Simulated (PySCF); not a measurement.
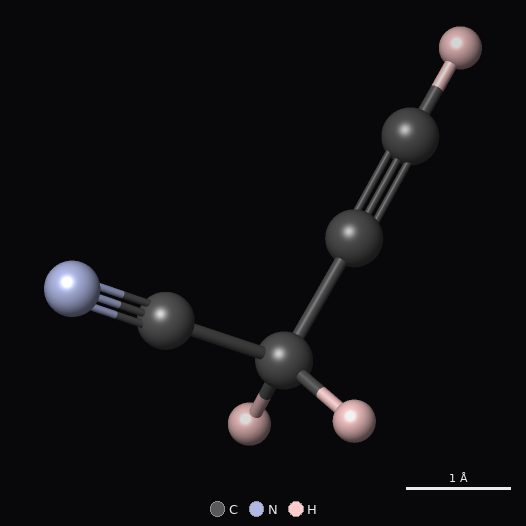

Multiple sticks mark multiple bonds (one Kekulé form).

The geometry was computed by an optimisation with GFN2-xTB. No frequency run is at hand to confirm it as a minimum.

Describe the molecule.

The molecule is C4H3N. As SMILES it reads `C#CCC#N`. It has no ring. Among its groups: nitrile, alkyne. This geometry has Cs symmetry. Coordination: 3 C linear; 1 C tetrahedral.

More results for the same structure follow; atom numbers are the same in all pictures, views and colours differ.

## NMR shielding

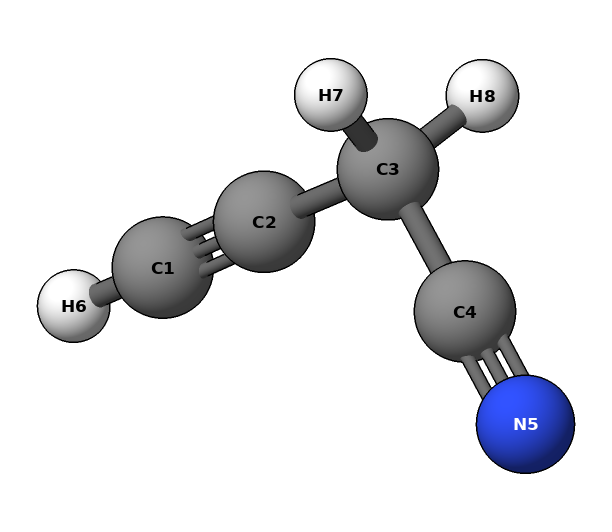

The questions are on isotropic NMR shieldings of the H atoms. No frequency run is at hand to confirm it as a minimum. Level of theory: GIAO PBE0/pcSseg-1 NMR shielding, non-relativistic, gas phase (PySCF 2.14.0).

List the isotropic NMR shieldings of the H atoms.

| atom | σ (ppm) |
| --- | --- |
| H6 | 30.05 |
| H7 | 28.48 |
| H8 | 28.47 |

## Electronic properties

No frequency run is at hand to confirm it as a minimum. Properties computed with PBE0/pcSseg-1, gas phase (PySCF 2.14.0).

**What is the LUMO energy (Kohn–Sham orbital)?**

0.18 eV.

**What is the dipole moment?**

3.64 D.

**Estimate the HOMO energy (Kohn–Sham orbital).**

−8.56 eV.

## Charges

The questions are on ESP-fitted charges. No frequency run is at hand to confirm it as a minimum. Method: PBE0/pcSseg-1, gas phase (PySCF 2.14.0).

List the ESP-fitted charges.

```json
{"atom": "C1", "value (e)": "−0.56"}
{"atom": "C2", "value (e)": "0.26"}
{"atom": "C3", "value (e)": "−0.56"}
{"atom": "C4", "value (e)": "0.51"}
{"atom": "N5", "value (e)": "−0.48"}
{"atom": "H6", "value (e)": "0.36"}
{"atom": "H7", "value (e)": "0.24"}
{"atom": "H8", "value (e)": "0.24"}
```
